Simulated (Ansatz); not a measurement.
# C9H5NO4Ru: one species, many methods, part 2 of 2

Ansatz 0.2.0, Gaussian basis; functionals in def2-TZVPP, the program's frozen cores in correlated methods.

### 14 CAM-B3LYP-D4 (range-separated)

Contents of in.yaml:

```yaml
crystal:
  periodic: [false, false, false]
  atoms:
    - {symbol: O, position_ang: [2.956384, 0.357212, -1.994125]}
    - {symbol: C, position_ang: [1.867387, 0.638912, -1.822989]}
    - {symbol: Ru, position_ang: [0.021778, 1.100456, -1.511012]}
    - {symbol: C, position_ang: [-0.444994, 0.362682, -3.185852]}
    - {symbol: O, position_ang: [-0.704907, 0.045482, -4.257437]}
    - {symbol: C, position_ang: [0.509725, 2.914484, -1.314310]}
    - {symbol: O, position_ang: [0.785172, 4.028071, -1.336352]}
    - {symbol: C, position_ang: [-1.823879, 1.564549, -1.202169]}
    - {symbol: O, position_ang: [-2.913206, 1.828899, -1.007063]}
    - {symbol: N, position_ang: [-0.004825, -0.232401, 0.319289]}
    - {symbol: C, position_ang: [-0.345629, -1.520009, 0.224439]}
    - {symbol: C, position_ang: [-0.374322, -2.367789, 1.316777]}
    - {symbol: C, position_ang: [-0.036732, -1.865975, 2.562070]}
    - {symbol: C, position_ang: [0.317176, -0.531561, 2.664186]}
    - {symbol: C, position_ang: [0.320214, 0.248284, 1.521934]}
    - {symbol: H, position_ang: [-0.601787, -1.870183, -0.767378]}
    - {symbol: H, position_ang: [-0.658372, -3.403679, 1.182176]}
    - {symbol: H, position_ang: [-0.049186, -2.503960, 3.437885]}
    - {symbol: H, position_ang: [0.589666, -0.089510, 3.614047]}
    - {symbol: H, position_ang: [0.590348, 1.296036, 1.555872]}
basis:
  gaussian: {orbitals: def2-TZVPP}
hamiltonian: {xc: {name: CAM-B3LYP}, dispersion: d4}
output: {orbitals: {seedname: orbitals}}
```

Run with:

```console
ansatz run in.yaml --threads 11 --pin off --events-out ev --progress --plain --max-ram 110592MiB --backend cuda --devices 0, --max-vram 75GiB
```

The log of the run (excerpt; [...] marks lines left out):

```text
Functional definition: CAM-B3LYP
  name "CAM-B3LYP"
  cite "Yanai, Tew & Handy, Chem. Phys. Lett. 393, 51 (2004) doi:10.1016/j.cplett.2004.06.011"
  cite "Iikura, Tsuneda, Yanai & Hirao, J. Chem. Phys. 115, 3540 (2001) doi:10.1063/1.1383587"
  cite "Becke, Phys. Rev. A 38, 3098 (1988) doi:10.1103/PhysRevA.38.3098"
  cite "Lee, Yang & Parr, Phys. Rev. B 37, 785 (1988) doi:10.1103/PhysRevB.37.785"
  cite "Vosko, Wilk & Nusair, Can. J. Phys. 58, 1200 (1980) doi:10.1139/p80-159"
[...]
  # Exact exchange under (alpha + beta erf(omega r))/r, Becke's under what is left of 1/r.
[...]
3031 factors; their error is unknown
682 factors; integrals over basis functions are off by at most 1.3e-5 eV
[...]
mean field -21675.41176698 eV, -796.5566903149 hartree, gradient 6.0e-5 eV, S^2 0.000000; 0 other end points of the search recorded, 0 dependent functions left out
reference -21675.41196537 eV, -796.5566976054 hartree; 57, 57 occupied and 503, 503 virtual orbitals, 3031 factors
Total energy: -21676.12060481 eV, -796.5827396245 hartree
```

Run time: 2.7 s. Hardware: 1 × H100 with 11 threads of AMD EPYC 7R13, shared host.

HOMO -7.00 eV, LUMO -0.82 eV.

### 15 LC-ωPBE (range-separated)

Changes to in.yaml since step 14:

```diff
@@ -25,3 +25,3 @@
   gaussian: {orbitals: def2-TZVPP}
-hamiltonian: {xc: {name: CAM-B3LYP}, dispersion: d4}
+hamiltonian: {xc: {name: LC-wPBE}}
 output: {orbitals: {seedname: orbitals}}
```

The command is unchanged.

The log of the run (excerpt; [...] marks lines left out):

```text
Functional definition: LC-wPBE
  name "LC-wPBE"
  cite "Vydrov & Scuseria, J. Chem. Phys. 125, 234109 (2006) doi:10.1063/1.2409292"
  cite "Heyd & Scuseria, J. Chem. Phys. 120, 7274 (2004) doi:10.1063/1.1668634"
  cite "Ernzerhof & Perdew, J. Chem. Phys. 109, 3313 (1998) doi:10.1063/1.476928"
  cite "Perdew, Burke & Ernzerhof, Phys. Rev. Lett. 77, 3865 (1996) doi:10.1103/PhysRevLett.77.3865"
  parent pbe
[...]
3003 factors; their error is unknown
835 factors; integrals over basis functions are off by at most 2.1e-5 eV
[...]
mean field -21671.70001029 eV, -796.4202857724 hartree, gradient 1.5e-5 eV, S^2 0.000000; 0 other end points of the search recorded, 0 dependent functions left out
reference -21671.70001030 eV, -796.4202857728 hartree; 57, 57 occupied and 503, 503 virtual orbitals, 3003 factors
Total energy: -21671.70001030 eV, -796.4202857728 hartree
```

It took 2.8 s on 1 × H100 with 11 threads of AMD EPYC 7R13, shared host.

HOMO -8.15 eV, LUMO 0.23 eV.

### 16 ωB97X-V (range-separated)

Changes to in.yaml since step 15:

```diff
@@ -25,3 +25,3 @@
   gaussian: {orbitals: def2-TZVPP}
-hamiltonian: {xc: {name: LC-wPBE}}
+hamiltonian: {xc: {name: wB97X-V}}
 output: {orbitals: {seedname: orbitals}}
```

The command is unchanged.

The log of the run (excerpt; [...] marks lines left out):

```text
Functional definition: wB97X-V
  name "wB97X-V"
  cite "Mardirossian & Head-Gordon, Phys. Chem. Chem. Phys. 16, 9904 (2014) doi:10.1039/C3CP54374A"
  cite "Becke, J. Chem. Phys. 107, 8554 (1997) doi:10.1063/1.475007"
  cite "Vydrov & Van Voorhis, J. Chem. Phys. 133, 244103 (2010) doi:10.1063/1.3521275"
[...]
      + integral(e_c_pw_opposite_spin*poly(b97_u_opposite, cos0, cos1)) + vv10(b, c)
3031 factors; their error is unknown
649 factors; integrals over basis functions are off by at most 8.6e-6 eV
[...]
mean field -21678.05700950 eV, -796.6539011842 hartree, gradient 8.1e-5 eV, S^2 0.000000; 0 other end points of the search recorded, 0 dependent functions left out
reference -21678.05700639 eV, -796.6539010699 hartree; 57, 57 occupied and 503, 503 virtual orbitals, 3031 factors
Total energy: -21678.05700639 eV, -796.6539010699 hartree
```

It took 3.4 s on 1 × H100 with 11 threads of AMD EPYC 7R13, shared host.

HOMO -7.88 eV, LUMO 0.23 eV.

### 17 ωB97M-V (range-separated)

Changes to in.yaml since step 16:

```diff
@@ -25,3 +25,3 @@
   gaussian: {orbitals: def2-TZVPP}
-hamiltonian: {xc: {name: wB97X-V}}
-output: {orbitals: {seedname: orbitals}}
+hamiltonian: {xc: {name: wB97M-V}}
+output: {forces: true, orbitals: {seedname: orbitals}}
```

Same command.

The log of the run (excerpt; [...] marks lines left out):

```text
Functional definition: wB97M-V
  name "wB97M-V"
  cite "Mardirossian & Head-Gordon, J. Chem. Phys. 144, 214110 (2016) doi:10.1063/1.4952647"
  cite "Becke, J. Chem. Phys. 107, 8554 (1997) doi:10.1063/1.475007"
  cite "Vydrov & Van Voorhis, J. Chem. Phys. 133, 244103 (2010) doi:10.1063/1.3521275"
  # Of w^i u^j: cxij and so on, Table III.
[...]
  gx(w, u) = 1 - cx + cx01*u + cx10*w
  gss(w, u) = css00 + css04*u^4 + css10*w + css20*w^2 + css43*w^4*u^3
  gos(w, u) = cos00 + cos10*w + (cos20 + cos21*u)*w^2 + (cos60 + cos61*u)*w^6
[...]
      + integral(e_c_pw_mod_opposite_spin*gos(b97_w_opposite, b97_u_opposite)) + vv10(b, c)
3031 factors; their error is unknown
649 factors; integrals over basis functions are off by at most 8.6e-6 eV
[...]
Atom 10 at    -0.345629    -1.520009     0.224439 Å, force    -0.040412    -0.123483    -0.059498 eV/Å
Atom 11 at    -0.374322    -2.367789     1.316777 Å, force    -0.033544    -0.126043    -0.007888 eV/Å
Atom 12 at    -0.036732    -1.865975     2.562070 Å, force    -0.001390    -0.053061     0.069315 eV/Å
Atom 13 at     0.317176    -0.531561     2.664186 Å, force     0.031533     0.048608     0.117023 eV/Å
Atom 14 at     0.320214     0.248284     1.521934 Å, force     0.041185     0.092840     0.100542 eV/Å
Atom 15 at    -0.601787    -1.870183    -0.767378 Å, force     0.017842     0.022811     0.074306 eV/Å
Atom 16 at    -0.658372    -3.403679     1.182176 Å, force     0.022784     0.081555     0.012855 eV/Å
Atom 17 at    -0.049186    -2.503960     3.437885 Å, force     0.000950     0.049772    -0.068286 eV/Å
Atom 18 at     0.589666    -0.089510     3.614047 Å, force    -0.021885    -0.036901    -0.074641 eV/Å
Atom 19 at     0.590348     1.296036     1.555872 Å, force    -0.019715    -0.076706     0.000781 eV/Å
Dipole moment:    -0.018250    -0.921756     1.265838 e Å
```

Wall time 4.6 s (1 × H100 with 11 threads of AMD EPYC 7R13, shared host).

HOMO -7.86 eV, LUMO 0.18 eV.

### 18 B2PLYP (double hybrid)

Changes to in.yaml since step 17:

```diff
@@ -25,3 +25,2 @@
   gaussian: {orbitals: def2-TZVPP}
-hamiltonian: {xc: {name: wB97M-V}}
-output: {forces: true, orbitals: {seedname: orbitals}}
+hamiltonian: {xc: {name: B2PLYP}}
```

The command is unchanged.

The log of the run (excerpt; [...] marks lines left out):

```text
Functional definition: B2PLYP
  name "B2PLYP"
  cite "Grimme, J. Chem. Phys. 124, 034108 (2006) doi:10.1063/1.2148954"
  cite "Becke, Phys. Rev. A 38, 3098 (1988) doi:10.1103/PhysRevA.38.3098"
  cite "Lee, Yang & Parr, Phys. Rev. B 37, 785 (1988) doi:10.1103/PhysRevB.37.785"
[...]
3588 factors; integrals over basis functions are off by at most 1.2e-3 eV
[...]
mean field -21640.29904915 eV, -795.2663217349 hartree, gradient 8.6e-6 eV, S^2 0.000000; 0 other end points of the search recorded, 0 dependent functions left out
14 core orbitals not correlated: weight in the atoms' cores, before any rotation towards them, 1.000 or more for the frozen orbitals, at most 0.000 for the correlated occupied ones
reference -21640.29930547 eV, -795.2663311543 hartree; 43, 43 occupied and 503, 503 virtual orbitals, 3588 factors
second order -109.09754243 eV of doubles, -0.00000000 eV of singles
Total energy: -21669.75564192 eV, -796.3488315528 hartree
```

Wall time 3.8 s (1 × H100 with 11 threads of AMD EPYC 7R13, shared host); peak host memory 3.3 GiB.

### 19 PBE-QIDH (double hybrid)

Changes to in.yaml since step 18:

```diff
@@ -25,2 +25,2 @@
   gaussian: {orbitals: def2-TZVPP}
-hamiltonian: {xc: {name: B2PLYP}}
+hamiltonian: {xc: {name: PBE-QIDH}}
```

Launched as before.

The log of the run (excerpt; [...] marks lines left out):

```text
Functional definition: PBE-QIDH
  name "PBE-QIDH"
  cite "Brémond, Sancho-García, Pérez-Jiménez & Adamo, J. Chem. Phys. 141, 031101 (2014) doi:10.1063/1.4890314"
  cite "Perdew, Burke & Ernzerhof, Phys. Rev. Lett. 77, 3865 (1996) doi:10.1103/PhysRevLett.77.3865"
[...]
3588 factors; integrals over basis functions are off by at most 1.2e-3 eV
[...]
mean field -21625.59566031 eV, -794.7259821613 hartree, gradient 5.0e-6 eV, S^2 0.000000; 0 other end points of the search recorded, 0 dependent functions left out
14 core orbitals not correlated: weight in the atoms' cores, before any rotation towards them, 1.000 or more for the frozen orbitals, at most 0.000 for the correlated occupied ones
reference -21625.59567949 eV, -794.7259828661 hartree; 43, 43 occupied and 503, 503 virtual orbitals, 3588 factors
second order -100.61677812 eV of doubles, -0.00000000 eV of singles
Total energy: -21659.13460553 eV, -795.9585156645 hartree
```

Wall time 4 s (1 × H100 with 11 threads of AMD EPYC 7R13, shared host); peak host memory 3.4 GiB.

### 20 Orbital energies across the functionals

Dipoles come from the runs that computed forces. Levels, from each run's orbital file:

```tsv
functional	HOMO (eV)	LUMO (eV)	gap (eV)	dipole (D)	time
LDA (SPW92)	-5.12	-3.13	1.98		2.3 s
PBE-D4	-4.84	-2.87	1.97	7.60	2.8 s
revPBE-D4	-4.73	-2.77	1.96		2.5 s
BLYP-D4	-4.67	-2.72	1.96		2.3 s
r2SCAN-D4	-4.99	-2.73	2.25	7.75	3 s
B97M-V	-4.85	-2.64	2.21		3.3 s
PBE0-D4	-5.82	-1.93	3.90		2.5 s
B3LYP-D4	-5.63	-2.13	3.49	7.72	3.3 s
r2SCANh-D4	-5.37	-2.38	2.99		2.6 s
r2SCAN0-D4	-5.96	-1.86	4.10		2.7 s
HSE06-D4	-5.44	-2.31	3.13		3 s
BHLYP-D4	-6.70	-0.86	5.84		2.5 s
CAM-B3LYP-D4	-7.00	-0.82	6.18		2.7 s
LC-ωPBE	-8.15	0.23	8.37		2.8 s
ωB97X-V	-7.88	0.23	8.11		3.4 s
ωB97M-V	-7.86	0.18	8.04	7.52	4.6 s
```

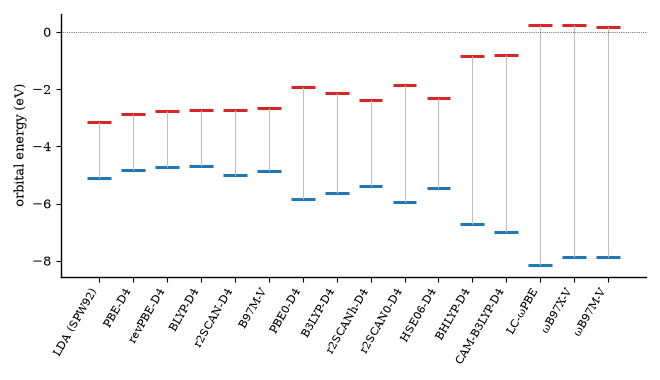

Highest occupied (blue) and lowest empty (red) level by functional.

### 21 CCSD(T) in def2-SVP

Changes to in.yaml since step 19:

```diff
@@ -24,3 +24,3 @@
 basis:
-  gaussian: {orbitals: def2-TZVPP}
-hamiltonian: {xc: {name: PBE-QIDH}}
+  gaussian: {orbitals: def2-SVP}
+correlation: {method: ccsd_t}
```

Same command.

The log of the run (excerpt; [...] marks lines left out):

```text
Functional definition: HF
  name "HF"
  cite "Fock, Z. Phys. 61, 126 (1930) doi:10.1007/BF01340294"
  parent pbe
[...]
2553 factors; integrals over basis functions are off by at most 1.4e-3 eV
[...]
mean field -21530.29372436 eV, -791.2237006130 hartree, gradient 7.0e-6 eV, S^2 0.000000; 0 other end points of the search recorded, 0 dependent functions left out; unrestricted orbitals would lower it
14 core orbitals not correlated: weight in the atoms' cores, before any rotation towards them, 1.000 or more for the frozen orbitals, at most 0.000 for the correlated occupied ones
reference -21530.29372436 eV, -791.2237006130 hartree; 43, 43 occupied and 195, 195 virtual orbitals, 2553 factors
second order -69.60006112 eV of doubles, -0.00000000 eV of singles
cycle   1  -63.88410170 eV  change     5.7e0 eV  update   3.6e-1
[...]
cycle  12  -67.88525456 eV  change    1.1e-5 eV  update   4.3e-5
perturbative correction -3.38038285 eV, -0.1242267783 hartree
Total energy: -21601.55936176 eV, -793.8426644819 hartree
```

Run time: 7.5 s. Hardware: 1 × H100 with 11 threads of AMD EPYC 7R13, shared host.

### 22 CCSD(T) in def2-TZVPP

Changes to in.yaml since step 21:

```diff
@@ -24,3 +24,4 @@
 basis:
-  gaussian: {orbitals: def2-SVP}
+  gaussian: {orbitals: def2-TZVPP}
 correlation: {method: ccsd_t}
+output: {orbitals: {seedname: orbitals}}
```

The command is unchanged.

The log of the run (excerpt; [...] marks lines left out):

```text
Functional definition: HF
  name "HF"
  cite "Fock, Z. Phys. 61, 126 (1930) doi:10.1007/BF01340294"
  parent pbe
[...]
3588 factors; integrals over basis functions are off by at most 1.2e-3 eV
[...]
mean field -21553.42612118 eV, -792.0738005166 hartree, gradient 3.0e-6 eV, S^2 0.000000; 0 other end points of the search recorded, 0 dependent functions left out; unrestricted orbitals would lower it
[...]
14 core orbitals not correlated: weight in the atoms' cores, before any rotation towards them, 1.000 or more for the frozen orbitals, at most 0.000 for the correlated occupied ones
reference -21553.42612118 eV, -792.0738005166 hartree; 43, 43 occupied and 503, 503 virtual orbitals, 3588 factors
second order -88.31472331 eV of doubles, -0.00000000 eV of singles
cycle   1  -80.42038953 eV  change     7.9e0 eV  update   3.8e-1
[...]
cycle  14  -85.10626802 eV  change    1.0e-4 eV  update   1.3e-5
perturbative correction -5.02983453 eV, -0.1848430097 hartree
Total energy: -21643.56222373 eV, -795.3862411888 hartree
```

It took 1.7 min on 1 × H100 with 11 threads of AMD EPYC 7R13, shared host.

### 23 MP2 in def2-QZVPP

Changes to in.yaml since step 22:

```diff
@@ -24,4 +24,3 @@
 basis:
-  gaussian: {orbitals: def2-TZVPP}
-correlation: {method: ccsd_t}
-output: {orbitals: {seedname: orbitals}}
+  gaussian: {orbitals: "def2-QZVPP.json"}
+correlation: {method: mp2}
```

The command is unchanged.

The log of the run:

```text
Functional definition: HF
  name "HF"
  cite "Fock, Z. Phys. 61, 126 (1930) doi:10.1007/BF01340294"
  parent pbe
  exchange = exact_x
  correlation = 0
6480 factors; integrals over basis functions are off by at most 9.8e-4 eV
mean field evaluation 1: about -21541.9847 eV, gradient 7.2e1 eV
mean field evaluation 2: about -21542.7500 eV, gradient 7.2e1 eV
mean field evaluation 4: about -21553.1912 eV, gradient 2.4e1 eV
mean field evaluation 8: about -21554.3146 eV, gradient 8.6e-1 eV
mean field evaluation 16: about -21554.3293 eV, gradient 2.6e-5 eV
mean field -21554.32932506 eV, -792.1069926469 hartree, gradient 2.3e-6 eV, S^2 0.000000; 0 other end points of the search recorded, 0 dependent functions left out; unrestricted orbitals would lower it
14 core orbitals not correlated: weight in the atoms' cores, before any rotation towards them, 1.000 or more for the frozen orbitals, at most 0.000 for the correlated occupied ones
reference -21554.32932506 eV, -792.1069926469 hartree; 43, 43 occupied and 979, 979 virtual orbitals, 6480 factors
second order -94.50452472 eV of doubles, -0.00000000 eV of singles
Total energy: -21648.83384978 eV, -795.5799698727 hartree
```

Wall time 7.5 s (1 × H100 with 11 threads of AMD EPYC 7R13, shared host); peak host memory 1.9 GiB.

Energy pieces by basis (eV):

```tsv
basis	HF	MP2 correlation	CCSD correlation	(T)	total
def2-SVP	-21530.2937	-69.6001	-67.8853	-3.3804	-21601.5594
def2-TZVPP	-21553.4261	-88.3147	-85.1063	-5.0298	-21643.5622
def2-QZVPP	-21554.3293	-94.5045			-21648.8338 (MP2)
```

The report of the def2-TZVPP run gives T1 = 0.0204.

### 24 The basis-set limit

No new run: Hartree-Fock is extrapolated as exp(−7.88√X) and correlation as X^−2.97, with X = 3 and 4; only MP2 was run in the larger set, so CCSD(T) minus MP2 is added from the smaller one.

```tsv
level	energy at the limit (eV)
HF	-21554.4537
MP2	-21653.5433
CCSD	-21650.3348
CCSD(T)	-21655.3647
```

### 25 RPA on PBE orbitals

Changes to in.yaml since step 23:

```diff
@@ -24,3 +24,4 @@
 basis:
-  gaussian: {orbitals: "def2-QZVPP.json"}
-correlation: {method: mp2}
+  gaussian: {orbitals: def2-TZVPP}
+hamiltonian: {xc: pbe}
+correlation: {method: rpa}
```

Launched as before.

The log of the run (excerpt; [...] marks lines left out):

```text
Functional definition: PBE
  name "PBE"
  cite "Perdew, Burke & Ernzerhof, Phys. Rev. Lett. 77, 3865 (1996) doi:10.1103/PhysRevLett.77.3865"
  parent pbe
[...]
3588 factors; integrals over basis functions are off by at most 1.2e-3 eV
[...]
mean field -21665.27561646 eV, -796.1841936537 hartree, gradient 4.1e-6 eV, S^2 0.000000; 0 other end points of the search recorded, 0 dependent functions left out
14 core orbitals not correlated: weight in the atoms' cores, before any rotation towards them, 1.000 or more for the frozen orbitals, at most 0.000 for the correlated occupied ones
reference -21548.15991546 eV, -791.8802710259 hartree; 43, 43 occupied and 503, 503 virtual orbitals, 3588 factors
Total energy: -21676.44624894 eV, -796.5947068256 hartree
```

It took 4.6 s on 1 × H100 with 11 threads of AMD EPYC 7R13, shared host; peak host memory 3.4 GiB.

RPA correlation: -128.286 eV.

### 26 Results

The summary covers parts 1 to 2.

| quantity | value |
| --- | --- |
| CCSD(T) correlation energy, def2-TZVPP | -90.136 eV |
| gap, smallest and largest | 1.96 eV (BLYP-D4), 8.37 eV (LC-ωPBE) |
| T1 diagnostic | 0.0204 |
| triples share of the correlation energy | 5.6 % |

**Reading.** In def2-TZVPP MP2 gives 98 % of the CCSD(T) correlation energy. The gap grows from 2.0 to 8.4 eV across the functionals, mostly with the share of exact exchange. The T1 diagnostic, 0.020, is a little above the customary 0.02. The restricted reference is unstable towards a spin-broken one. Correlated methods include outer-core shells of Ru, which these sets cover unevenly.

CCSD(T) took 7.5 s with 252 functions and 1.7 min with 560, while the functionals took 2.3 s to 4.6 s.
